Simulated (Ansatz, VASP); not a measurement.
# InAs: VASP beside Ansatz, part 2 of 2

Aim: how closely do two programs agree when they are given the same cell, functional and k mesh?  Valence electrons are named where the data sets of a main pair hold unlike numbers.

VASP 6.6.1 and Ansatz 0.2.0.

So far: The starting structure; Ansatz: band structure, HSEsol.

### Step 3. VASP: band structure, HSEsol

Level of this step: HSEsol; plane waves and PAW (In_d, As) (VASP).

The same cell, functional, mesh and smearing now go to VASP, with its own data sets.

Lines of VASP's logs that name or quote its potential files are left out, and so is its time.

The run reads the wave functions of an earlier VASP run, which isn't shown here.

INCAR reads:

```
SYSTEM = InAs
PREC = Accurate
ENCUT = 400
EDIFF = 1E-06
NELM = 100
ISMEAR = 0
SIGMA = 0.02
LREAL = .FALSE.
ALGO = Normal
LHFCALC = .TRUE.
AEXX = 0.25
GGA = PS
HFSCREEN = 0.2
LASPH = .TRUE.
NBANDS = 15
PRECFOCK = Fast
LORBIT = 11
LWAVE = .FALSE.
LCHARG = .FALSE.
KPAR = 4
```

POSCAR reads:

```
InAs
1.0
    0.0000000000      3.0290000000      3.0290000000
    3.0290000000      0.0000000000      3.0290000000
    3.0290000000      3.0290000000      0.0000000000
In As
1 1
Direct
    0.0000000000      0.0000000000      0.0000000000
    0.2500000000      0.2500000000      0.2500000000
```

KPOINTS reads:

```
Automatic mesh
0
Gamma
4 4 4
0 0 0
```

KPOINTS_OPT reads:

```
Line mode
6
Line-mode
Reciprocal
  0.00000000   0.00000000   0.00000000 GAMMA
  0.50000000   0.00000000   0.50000000 X

  0.50000000   0.00000000   0.50000000 X
  0.50000000   0.25000000   0.75000000 W

  0.50000000   0.25000000   0.75000000 W
  0.37500000   0.37500000   0.75000000 K

  0.37500000   0.37500000   0.75000000 K
  0.00000000   0.00000000   0.00000000 GAMMA

  0.00000000   0.00000000   0.00000000 GAMMA
  0.50000000   0.50000000   0.50000000 L

  0.50000000   0.50000000   0.50000000 L
  0.62500000   0.25000000   0.62500000 U

  0.62500000   0.25000000   0.62500000 U
  0.50000000   0.25000000   0.75000000 W

  0.50000000   0.25000000   0.75000000 W
  0.50000000   0.50000000   0.50000000 L

  0.50000000   0.50000000   0.50000000 L
  0.37500000   0.37500000   0.75000000 K

  0.62500000   0.25000000   0.62500000 U
  0.50000000   0.00000000   0.50000000 X
```

Potentials, in the order of the species: In_d and As (PBE family, release 64).

On the command line:

```
mpirun -np 4 vasp_std
```

Numbers of over 12 decimals in the logs are rounded to 6 here.

The log of the run:

```text
[banner, memory and clock lines left out]
running    4 mpi-ranks, on    1 nodes
 distrk:  each k-point on    1 cores,    4 groups
 distr:  one band on    1 cores,    1 groups

 POSCAR found type information on POSCAR InAs
 POSCAR found :  2 types and       2 ions
|                                                                             |
|               ----> ADVICE to this user running VASP <----                  |
|                                                                             |
|     You enforced a specific xc type in the INCAR file but a different       |
|     [... a line on the potential file left out ...]
|     I HOPE YOU KNOW WHAT YOU ARE DOING!                                     |
|                                                                             |

 LDA part: xc-table for (Slater+PW92), standard interpolation
 found WAVECAR, reading the header
 POSCAR, INCAR and KPOINTS ok, starting setup
 FFT: planning ... GRIDC
 FFT: planning ... GRID_SOFT
 FFT: planning ... GRID
 reading WAVECAR
 the WAVECAR file was read successfully
 initial charge from wavefunction
 entering main loop
       N       E                     dE             d eps       ncg     rms          rms(c)
DAV:   1    -0.965904651748E+01   -0.96590E+01   -0.47639E-01   247   0.622E+00    0.381E+00
DAV:   2    -0.966869938617E+01   -0.96529E-02   -0.29789E-02   321   0.105E+00    0.357E+00
DAV:   3    -0.966809988966E+01    0.59950E-03   -0.85195E-04   305   0.240E-01    0.238E+00
DAV:   4    -0.966779225421E+01    0.30764E-03   -0.12269E-04   335   0.106E-01    0.148E+00
DAV:   5    -0.966768729816E+01    0.10496E-03   -0.39069E-05   291   0.589E-02    0.896E-01
DAV:   6    -0.966765291111E+01    0.34387E-04   -0.12808E-05   289   0.338E-02    0.541E-01
DAV:   7    -0.966764126973E+01    0.11641E-04   -0.39168E-06   282   0.186E-02    0.326E-01
DAV:   8    -0.966763751471E+01    0.37550E-05   -0.14016E-06   240   0.103E-02    0.196E-01
DAV:   9    -0.966763699654E+01    0.51817E-06   -0.50152E-07   141   0.601E-03
   1 F= -.96676370E+01 E0= -.96676370E+01  d E =-.474956E-35
 Start KPOINTS_OPT (optional k-point list driver)
k-point batch [1-8\60]
       N       E                     dE             ncg
DAV:   1     0.523066529610E+02   -0.26122E+04      247
DAV:   2    -0.953052582627E+03   -0.10054E+04      247
DAV:   3    -0.102217820625E+04   -0.69126E+02      331
DAV:   4    -0.102434110155E+04   -0.21629E+01      303
DAV:   5    -0.102443108733E+04   -0.89986E-01      394
DAV:   6    -0.102443293414E+04   -0.18468E-02      353
DAV:   7    -0.102443297700E+04   -0.42865E-04      394
DAV:   8    -0.102443297756E+04   -0.55716E-06      282
[...]
k-point batch [57-60\60]
       N       E                     dE             ncg
DAV:   1     0.201403869541E+04   -0.21471E+04      120
DAV:   2     0.152570454279E+04   -0.48833E+03      127
DAV:   3     0.149009928108E+04   -0.35605E+02      169
DAV:   4     0.148908737181E+04   -0.10119E+01      163
DAV:   5     0.148905538597E+04   -0.31986E-01      192
DAV:   6     0.148905409075E+04   -0.12952E-02      185
DAV:   7     0.148905406933E+04   -0.21425E-04      192
DAV:   8     0.148905406909E+04   -0.23367E-06      137
```

OUTCAR, selected parts (step 3):

```text
ion  position               nearest neighbor table
   1  0.000  0.000  0.000-   2 2.62   2 2.62   2 2.62   2 2.62
   2  0.250  0.250  0.250-   1 2.62   1 2.62   1 2.62   1 2.62

  LATTYP: Found a face centered cubic cell.
 ALAT       =     6.0580000000

 Subroutine GETGRP returns: Found 24 space group operations
 (whereof 24 operations were pure point group operations)

The static configuration has the point symmetry T_d .

 Found      8 irreducible k-points:

   k-points           NKPTS =      8   k-points in BZ     NKDIM =     64   number of bands    NBANDS=     15

   dimension x,y,z NGX =    28 NGY =   28 NGZ =   28
   dimension x,y,z NGXF=    56 NGYF=   56 NGZF=   56

   ENCUT  =  400.0 eV  29.40 Ry    5.42 a.u.   6.99  6.99  6.99*2*pi/ulx,y,z

   NELECT =      18.0000    total number of electrons

 k-points in reciprocal lattice and weights: Automatic mesh
   0.00000000  0.00000000  0.00000000       0.016
   0.25000000  0.00000000  0.00000000       0.125
   0.50000000  0.00000000  0.00000000       0.062
   0.25000000  0.25000000  0.00000000       0.094
   0.50000000  0.25000000  0.00000000       0.375
  -0.25000000  0.25000000  0.00000000       0.188
   0.50000000  0.50000000  0.00000000       0.047
  -0.25000000  0.50000000  0.25000000       0.094

  exchange ACFDT corr.  =         0.00000000  see jH, gK, PRB 81, 115126

 average (electrostatic) potential at core
       1 -90.3735       2 -45.7675

 E-fermi :   4.1302

 k-point     1 :       0.0000    0.0000    0.0000
  band No.  band energies     occupation
    ...
      5     -12.0232      2.00000
      6      -9.0600      2.00000
      7       3.9584      2.00000
      8       3.9584      2.00000
      9       3.9584      2.00000
     10       4.4098      0.00000
     11       8.5921      0.00000
     12       8.5921      0.00000
     13       8.5921      0.00000
     14      12.2680      0.00000
    ...

 k-point     2 :       0.2500    0.0000    0.0000
  band No.  band energies     occupation
    ...
      5     -12.0222      2.00000
      6      -8.4050      2.00000
      7       0.0245      2.00000
      8       3.3459      2.00000
      9       3.3459      2.00000
     10       5.8556      0.00000
     11       9.3502      0.00000
     12       9.3502      0.00000
     13       9.9064      0.00000
     14      13.0817      0.00000
    ...

 k-point     3 :       0.5000    0.0000    0.0000
  band No.  band energies     occupation
    ...
      5     -12.0161      2.00000
      6      -7.4537      2.00000
      7      -2.3157      2.00000
      8       2.8875      2.00000
      9       2.8875      2.00000
     10       5.5472      0.00000
     11       9.3786      0.00000
     12       9.3786      0.00000
     13      11.5599      0.00000
     14      13.9482      0.00000
    ...

  energy-cutoff  :      400.00
  volume of cell :       55.58
      direct lattice vectors                 reciprocal lattice vectors
     0.000000000  3.029000000  3.029000000    -0.165070981  0.165070981  0.165070981
     3.029000000  0.000000000  3.029000000     0.165070981 -0.165070981  0.165070981
     3.029000000  3.029000000  0.000000000     0.165070981  0.165070981 -0.165070981

 POSITION                                       TOTAL-FORCE (eV/Angst)
 -----------------------------------------------------------------------------------
      0.00000      0.00000      0.00000        -0.000000     -0.000000     -0.000000
      1.51450      1.51450      1.51450         0.000000      0.000000      0.000000
 -----------------------------------------------------------------------------------
    total drift:                                0.000026      0.000015      0.000021

  FREE ENERGIE OF THE ION-ELECTRON SYSTEM (eV)
  ---------------------------------------------------
  free  energy   TOTEN  =        -9.6676369965 eV

  energy  without entropy=       -9.6676369965  energy(sigma->0) =       -9.66763700

 total charge
# of ion       s       p       d       tot
------------------------------------------
    1        0.850   0.757   9.906  11.513
    2        1.219   1.628   0.022   2.869
--------------------------------------------------
tot          2.069   2.385   9.928  14.381

[... 3 further parts left out ...]
```

The k-mesh is coarse for exact exchange; levels may shift by about 0.1 eV on a finer one. Spin-orbit coupling is off here; with elements this heavy it splits and shifts levels by tenths of an eV or more. The PAW data sets were made with PBE, which is usual practice but a small mismatch for other functionals.

### Step 4. Side by side

Known differences besides the potentials themselves: exact exchange at q = 0 is treated differently, which shows on coarse meshes; VASP keeps PBE cores, Ansatz makes them for the functional; the data sets hold 28 valence electrons in Ansatz (on its default PAW (the set named soft_2) files) and 18 in VASP; the cutoff is 420 eV in Ansatz and 400 eV in VASP; VASP takes a coarser grid for exact exchange (PRECFOCK = Fast). Total energies have different zeros and are not compared.

Compared:

```csv
quantity,Ansatz,VASP,difference
gap over the path points (eV),0.447,0.451,-0.004
```

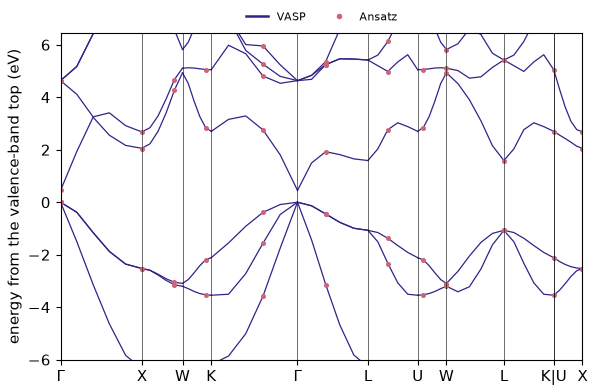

Bands from VASP (lines) and levels from Ansatz (dots). Dots without a line are higher empty bands that the VASP plot leaves out.

Levels at points of the path, from each program's valence-band top (eV; 3 filled, then empty):

```csv
k (reciprocal lattice),Ansatz,VASP
0.000 0.000 0.000,0.00 0.00 0.00 0.45 4.63 4.63,0.00 0.00 0.00 0.45 4.63 4.63
0.500 0.000 0.500,-6.35 -2.53 -2.53 2.05 2.67 10.21,-6.34 -2.52 -2.52 2.06 2.68 10.21
0.500 0.200 0.700,-6.20 -3.15 -3.06 4.26 4.67 6.57,-6.19 -3.14 -3.05 4.27 4.67 6.57
0.400 0.350 0.750,-6.19 -3.54 -2.21 2.84 5.06 7.83,-6.18 -3.53 -2.20 2.85 5.06 7.83
0.150 0.150 0.300,-3.58 -1.57 -0.39 2.75 4.80 5.26,-3.58 -1.56 -0.39 2.76 4.81 5.26
0.200 0.200 0.200,-3.14 -0.45 -0.45 1.92 5.24 5.24,-3.13 -0.45 -0.45 1.93 5.24 5.24
0.550 0.400 0.550,-6.18 -2.34 -1.38 2.76 4.98 6.13,-6.17 -2.33 -1.37 2.77 4.99 6.13
0.600 0.250 0.650,-6.19 -3.54 -2.21 2.84 5.06 7.83,-6.18 -3.53 -2.20 2.85 5.06 7.83
0.500 0.250 0.750,-6.18 -3.21 -3.10 4.93 5.11 5.81,-6.18 -3.20 -3.09 4.93 5.11 5.82
0.500 0.500 0.500,-6.28 -1.07 -1.07 1.58 5.42 5.42,-6.27 -1.07 -1.07 1.59 5.42 5.42
```

Among the levels compared at these points, filled levels agree within 8 meV and empty ones within 9 meV.

### Step 5. Ansatz: band structure, HSE06, spin-orbit coupling

Levels along a path test the potential and the projectors away from the mesh points.

input.yaml reads:

```yaml
crystal:
  lattice:
    - [0.0, 3.029, 3.029]
    - [3.029, 0.0, 3.029]
    - [3.029, 3.029, 0.0]
  atoms:
    - { symbol: In, position: [0.0, 0.0, 0.0] }
    - { symbol: As, position: [0.25, 0.25, 0.25] }
hamiltonian:
  xc: { exchange: pbe, correlation: pbe, exx: { coeff: 0.25, omega: 0.2 } }
  pseudopotentials: { kind: paw_fr }
magnetization:
  noncollinear: true
  spin_orbit: true
kpoints:
  mp_grid: { grid: [4, 4, 4] }
  band_path:
    path:
      - [0.0, 0.0, 0.0]
      - [0.5, 0.0, 0.5]
      - [0.5, 0.2, 0.7]
      - [0.4, 0.35, 0.75]
      - [0.15, 0.15, 0.3]
      - [0.2, 0.2, 0.2]
      - [0.55, 0.4, 0.55]
      - [0.6, 0.25, 0.65]
      - [0.5, 0.25, 0.75]
      - [0.5, 0.5, 0.5]
      - [0.375, 0.375, 0.75]
      - [0.5, 0.0, 0.5]
    npoints: 1
scf:
  occupations: { method: gaussian, width: 0.02 }
  n_extra_bands: 14
output:
  forces: true
  stress: true
  eigenvalues: true
```

On the command line:

```
ansatz run input.yaml --threads 4 --pin off --max-ram 9216MiB --backend cpu --events-out ev --progress --plain --runs-dir out
```

The log of the run:

```text
[...]
non-collinear run that drives no moment, with spin-orbit: no starting moment large enough to seed its density (crystal.atoms[].spin), no starting occupations that ask for one, no magnetisation constraint and no magnetic field, so the semilocal B_xc is pinned to zero
Crystal: 2 atoms, lattice volume = 55.581 Å³
[...]
k-point 0: bands = [... 24 lower, 7.5163, 7.5163, 7.5163, 7.5163, 7.9606, 7.9606, 11.7484, 11.7484, ... 10 higher]
  k-point 1: bands = [... 24 lower, 6.6420, 6.6420, 6.9054, 6.9177, 9.3667, 9.3667, 12.6823, 12.6823, ... 10 higher]
  k-point 2: bands = [... 24 lower, 6.1802, 6.1802, 6.4574, 6.4574, 9.0651, 9.0651, 12.7653, 12.7653, ... 10 higher]
  k-point 7: bands = [... 24 lower, 4.1463, 4.2446, 4.2603, 4.3889, 12.3490, 12.3995, 12.5103, 12.6160, ... 10 higher]
[key lines of the parts left out:]
Magnetization: |M| = 0.0000 μB,  M = (+0.0000, +0.0000, +0.0000) μB
Free energy (F): -10456.871194 eV
Fermi energy:    7.738796 eV
P = ⅓ Tr σ = 1.6041 GPa (16.041 kbar)
```

The job ended after 4.4 min (4 threads of Arm Neoverse N1, shared host; peak memory 1.2 GiB).

### Step 6. VASP: band structure, HSE06, spin-orbit coupling

The same cell, functional, mesh and smearing now go to VASP, with its own data sets.

The run reads the wave functions of an earlier VASP run, which isn't shown here.

Changes to INCAR since step 3:

```diff
@@ -11,6 +11,10 @@
 AEXX = 0.25
-GGA = PS
+GGA = PE
 HFSCREEN = 0.2
 LASPH = .TRUE.
-NBANDS = 15
+LNONCOLLINEAR = .TRUE.
+MAGMOM = 0 0 0 0 0 0
+NBANDS = 30
+GGA_COMPAT = .FALSE.
+LSORBIT = .TRUE.
 PRECFOCK = Fast
```

POSCAR is that of step 3.

KPOINTS is that of step 3.

KPOINTS_OPT is that of step 3.

On the command line:

```
mpirun -np 4 vasp_ncl
```

The log of the run:

```text
[banner, memory and clock lines left out]
running    4 mpi-ranks, on    1 nodes
[...]
LDA part: xc-table for (Slater+PW92), standard interpolation
 found WAVECAR, reading the header
 POSCAR, INCAR and KPOINTS ok, starting setup
[...]
reading WAVECAR
 the WAVECAR file was read successfully
 initial charge from wavefunction
 entering main loop
       N       E                     dE             d eps       ncg     rms          rms(c)
DAV:   1    -0.916815246097E+01   -0.91682E+01   -0.50989E-01   800   0.871E+00    0.390E+00
DAV:   2    -0.918008442233E+01   -0.11932E-01   -0.42892E-02   696   0.167E+00    0.336E+00
DAV:   3    -0.917918147978E+01    0.90294E-03   -0.33413E-03   868   0.639E-01    0.257E+00
DAV:   4    -0.917876257896E+01    0.41890E-03   -0.22085E-04   728   0.195E-01    0.160E+00
DAV:   5    -0.917864114630E+01    0.12143E-03   -0.73382E-05   730   0.945E-02    0.971E-01
DAV:   6    -0.917860419168E+01    0.36955E-04   -0.16909E-05   754   0.488E-02    0.595E-01
[...]
1 F= -.91785899E+01 E0= -.91785899E+01  d E =-.149638E-13  mag=    -0.0000    -0.0000    -0.0000
 Start KPOINTS_OPT (optional k-point list driver)
k-point batch [1-10\60]
       N       E                     dE             ncg
DAV:   1     0.488605591130E+03   -0.29472E+04      606
DAV:   2    -0.109405070121E+04   -0.15827E+04      612
DAV:   3    -0.127052748693E+04   -0.17648E+03      748
DAV:   4    -0.127879637685E+04   -0.82689E+01      744
DAV:   5    -0.127914059268E+04   -0.34422E+00      960
DAV:   6    -0.127914555786E+04   -0.49652E-02      800
DAV:   7    -0.127914573140E+04   -0.17354E-03      946
DAV:   8    -0.127914573464E+04   -0.32485E-05      796
DAV:   9    -0.127914573472E+04   -0.79167E-07      564
[...]
k-point batch [51-60\60]
       N       E                     dE             ncg
DAV:   1     0.410736099372E+03   -0.45730E+04      600
DAV:   2    -0.115389488862E+04   -0.15646E+04      606
DAV:   3    -0.131750880286E+04   -0.16361E+03      770
DAV:   4    -0.132420331616E+04   -0.66945E+01      738
DAV:   5    -0.132450451690E+04   -0.30120E+00      924
DAV:   6    -0.132450892467E+04   -0.44078E-02      782
DAV:   7    -0.132450905232E+04   -0.12765E-03      936
DAV:   8    -0.132450905460E+04   -0.22754E-05      736
DAV:   9    -0.132450905467E+04   -0.72515E-07      528
```

Parts of OUTCAR (step 6):

```text
 POSITION                                       TOTAL-FORCE (eV/Angst)
 -----------------------------------------------------------------------------------
      0.00000      0.00000      0.00000         0.000000      0.000000      0.000000
      1.51450      1.51450      1.51450        -0.000000     -0.000000     -0.000000
 -----------------------------------------------------------------------------------
    total drift:                                0.000003     -0.000000      0.000004

  FREE ENERGIE OF THE ION-ELECTRON SYSTEM (eV)
  ---------------------------------------------------
  free  energy   TOTEN  =        -9.1785898643 eV

  energy  without entropy=       -9.1785898643  energy(sigma->0) =       -9.17858986

 magnetization (x)
# of ion       s       p       d       tot
------------------------------------------
    1       -0.000   0.000   0.000   0.000
    2        0.000   0.000   0.000   0.000
--------------------------------------------------
tot          0.000   0.000   0.000   0.000

 magnetization (y)
# of ion       s       p       d       tot
------------------------------------------
    1        0.000   0.000   0.000   0.000
    2        0.000   0.000   0.000   0.000
--------------------------------------------------
tot          0.000   0.000   0.000   0.000

 magnetization (z)
# of ion       s       p       d       tot
------------------------------------------
    1        0.000  -0.000  -0.000  -0.000
    2        0.000   0.000   0.000   0.000
--------------------------------------------------
tot          0.000  -0.000  -0.000  -0.000

[... 1 part as in an earlier step ...]

[... 2 further parts left out ...]
[key lines of the parts left out:]
E-fermi :   4.2699
```

### Step 7. Differences

What differs besides the data sets and the points named for the pairs above, as far as they apply: spin-orbit coupling enters by fully relativistic files in Ansatz and inside the spheres in VASP; the data sets hold 28 valence electrons in Ansatz (on its fully relativistic PAW (standard-fr) files) and 18 in VASP. Total energies have different zeros and are not compared.

Compared:

```csv
quantity,Ansatz,VASP,difference
gap over the path points (eV),0.444,0.444,0.000
```

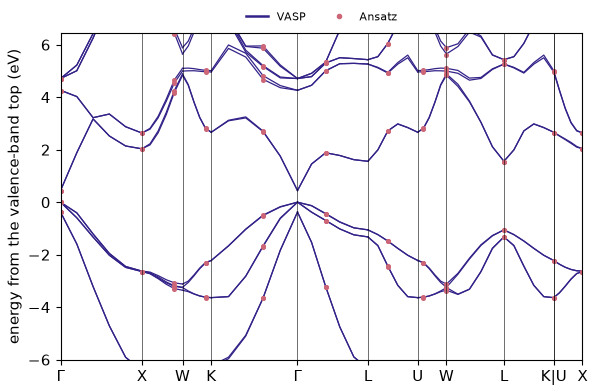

Bands from VASP (lines) and levels from Ansatz (dots). Dots without a line are higher empty bands that the VASP plot leaves out.

Levels at points of the path, from each program's valence-band top (eV; 6 filled, then empty):

```csv
k (reciprocal lattice),Ansatz,VASP
0.000 0.000 0.000,-0.39 -0.39 0.00 0.00 0.00 0.00 0.44 0.44 4.23 4.23 4.70 4.70,-0.38 -0.38 0.00 0.00 0.00 0.00 0.44 0.44 4.26 4.26 4.71 4.71
0.500 0.000 0.500,-6.43 -6.43 -2.65 -2.65 -2.64 -2.64 2.02 2.02 2.62 2.62 10.13 10.13,-6.42 -6.42 -2.64 -2.64 -2.62 -2.62 2.03 2.03 2.64 2.64 10.13 10.13
0.500 0.200 0.700,-6.31 -6.25 -3.31 -3.22 -3.20 -3.08 4.18 4.25 4.54 4.66 6.43 6.60,-6.30 -6.24 -3.29 -3.21 -3.19 -3.07 4.18 4.26 4.55 4.66 6.44 6.60
0.400 0.350 0.750,-6.30 -6.24 -3.64 -3.63 -2.33 -2.31 2.80 2.81 4.97 5.02 7.68 7.83,-6.29 -6.23 -3.62 -3.62 -2.31 -2.30 2.81 2.82 4.97 5.02 7.69 7.83
0.150 0.150 0.300,-3.67 -3.66 -1.70 -1.68 -0.52 -0.50 2.69 2.70 4.67 4.82 5.16 5.20,-3.66 -3.66 -1.69 -1.67 -0.51 -0.49 2.69 2.71 4.68 4.82 5.17 5.21
0.200 0.200 0.200,-3.22 -3.22 -0.70 -0.70 -0.45 -0.43 1.88 1.88 4.99 4.99 5.30 5.30,-3.21 -3.21 -0.70 -0.70 -0.44 -0.43 1.88 1.88 5.01 5.01 5.30 5.30
0.550 0.400 0.550,-6.27 -6.24 -2.46 -2.44 -1.49 -1.49 2.71 2.71 4.91 4.94 6.04 6.04,-6.26 -6.23 -2.44 -2.43 -1.48 -1.48 2.71 2.72 4.92 4.95 6.05 6.05
0.600 0.250 0.650,-6.30 -6.24 -3.64 -3.63 -2.33 -2.31 2.80 2.81 4.97 5.02 7.68 7.83,-6.29 -6.23 -3.62 -3.62 -2.31 -2.30 2.81 2.82 4.97 5.02 7.69 7.83
0.500 0.250 0.750,-6.29 -6.23 -3.37 -3.27 -3.26 -3.13 4.83 4.88 4.99 5.10 5.63 5.88,-6.28 -6.22 -3.35 -3.25 -3.24 -3.12 4.83 4.88 5.00 5.10 5.65 5.89
0.500 0.500 0.500,-6.36 -6.36 -1.34 -1.34 -1.06 -1.06 1.55 1.55 5.25 5.25 5.42 5.42,-6.34 -6.34 -1.32 -1.32 -1.05 -1.05 1.56 1.56 5.26 5.26 5.43 5.43
```

Among the levels compared at these points, filled levels agree within 18 meV and empty ones within 31 meV.

### Step 8. Results

```json
{
 "largest difference of a filled level at the path points (band structure, HSEsol)": "8.5 meV",
 "largest difference of a filled level at the path points (band structure, HSE06, spin-orbit coupling)": "18 meV"
}
```

**Reading.** The largest difference of a filled level at the path points is 18 meV (band structure, HSE06, spin-orbit coupling), within the 80 meV picked in this series as the mark of a large difference. The data sets hold unlike numbers of valence electrons (28 in Ansatz and 18 in VASP), so part of the differences comes from the potentials. Such differences can come from data sets, numerical settings and the points named under the comparisons, not from the functional's error against experiment.

[Lines on the potential files, build, host, timing and source positions are cut from VASP's logs without a mark.]

[Logs are printed without paths, hosts, clocks, repeated set-up lines and the standing remarks that a program may print on its own settings, such as how far it seeks lower states.]

[Hosts, paths, dates, database ids (printed as entryN), source tags and the programs' standing remarks are cut or masked in the printed files.]
